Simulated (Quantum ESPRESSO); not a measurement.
# Effort and miss along a sweep of conv_thr: Zn2P (Pn-3m, 6 atoms in the cell)

```
Zn2P
1.0
    5.29542     0.00000     0.00000
    0.00000     5.29542     0.00000
    0.00000     0.00000     5.29542
Zn P
4 2
Cartesian
  1.32386   3.97157   3.97157
  3.97157   3.97157   1.32386
  3.97157   1.32386   3.97157
  1.32386   1.32386   1.32386
  0.00000   0.00000   0.00000
  2.64771   2.64771   2.64771
```

Method: PBEsol, GBRV 1.5 ultrasoft (PBESOL) pseudopotentials (plane waves; Quantum ESPRESSO).

Base settings: ecutwfc = 50 Ry; ecutrho = 250 Ry; occupations = smearing; smearing = mp; degauss = 0.0147 Ry; potentials = {Zn: zn_pbesol_v1.uspp.F.UPF, P: p_pbesol_v1.5.uspp.F.UPF}; K_POINTS = automatic 5 5 5 0 0 0; conv_thr = 1e-11 Ry; mixing_beta = 0.7.

Misses are taken against the tightest run, 7.3e-14 Ry, which need not be fully converged itself. The energy is the free energy per atom.

The count of work is k-points × plane waves × bands × iterations; it is no time, and leaves out set-up, grids and terms that scale otherwise. Core times come from one kind of shared machine and are given to one figure; runs under 30 s give none.

The starting cell comes from a database of computed structures (which also holds hypothetical and non-ambient phases and stackings), without a prior relaxation at this level. In the base run, with a pressure of about -3 GPa the cell is away from its equilibrium volume at this level. The run gives no clean gap (levels at the Fermi energy touch, overlap or are partly filled at this smearing), which alone does not show that the compound is a metal.

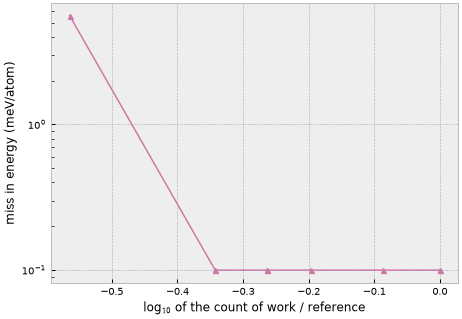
Figure. Miss against the count of work; the reference run is not drawn, and misses under 0.1 meV/atom are drawn there.

| conv_thr | energy less reference (meV/atom) | pressure less reference (GPa) | count of work / reference | core time / reference (rough) |
|---|---|---|---|---|
| 0.0073 Ry | 5.58 | -58.10 | 0.27 | 0.3 |
| 0.00073 Ry | 0.08 | -6.50 | 0.45 | 0.6 |
| 7.3e-05 Ry | 0.08 | -6.50 | 0.45 | 0.5 |
| 7.3e-06 Ry | 0.00 | 0.22 | 0.55 | 0.7 |
| 7.3e-07 Ry | 0.00 | 0.22 | 0.55 | 0.6 |
| 7.3e-08 Ry | 0.00 | 0.27 | 0.64 | 0.6 |
| 7.3e-10 Ry | 0.00 | 0.00 | 0.82 | 0.8 |
| 1e-11 Ry | 0.00 | 0.00 | 1.0 | 0.9 |
| 7.3e-12 Ry | 0.00 | 0.00 | 1.0 | 0.9 |
| 7.3e-14 Ry | 0.00 | 0.00 | 1.0 | 1 |

Coarsest setting among those run that, with all tighter ones, holds the energy within 2 meV/atom of the reference: 0.00073 Ry, off by 0.08 meV/atom; its saving against the reference is no more than about a factor of 2 in time.

The step from 0.0073 Ry to 1e-11 Ry: it takes the miss in the energy from 5.6 to 0.00 meV/atom, for 3.7 times the count of work and roughly 2 times the time.
